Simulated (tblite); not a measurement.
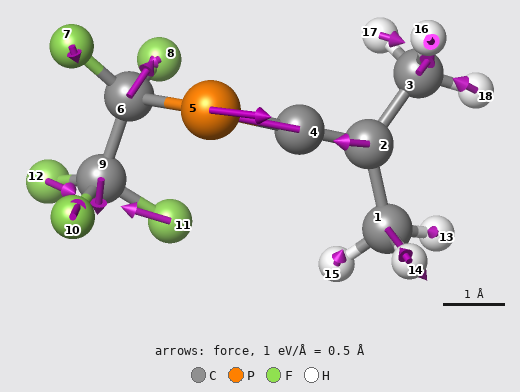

Starting geometry of C₆H₆F₅P with the computed forces as purple arrows. Style: ball-and-stick. Shown face on.

Computed with tblite, GFN2-xTB geometry optimisation, gas phase. 

**Is this structure relaxed? If not, where do the atoms go?**

It isn't relaxed: the largest force vector, on C4, is 2.62 eV/Å. The final displacements have little in common with the starting forces (cosine between the two patterns 0.22). Over 133 geometry steps the energy falls by 77.1 kJ/mol. The largest move after the best rigid fit is that of H17, 1.00 Å. Largest moves by element: H 1.00 Å, F 0.32 Å, P 0.29 Å, C 0.19 Å. Some distances before and after: C9–F11 1.398 → 1.338 Å, C9–F12 1.378 → 1.330 Å, C6–C9 1.493 → 1.535 Å, C4–P5 1.674 → 1.635 Å. Among the angles between lasting bonds that change: C4–P5–C6 110.6° → 96.0°, C1–C2–C3 127.2° → 116.5°, F7–C6–C9 115.5° → 108.3°. Groups turn about C2–C3 by about 55°, C1–C2 by about 45°.
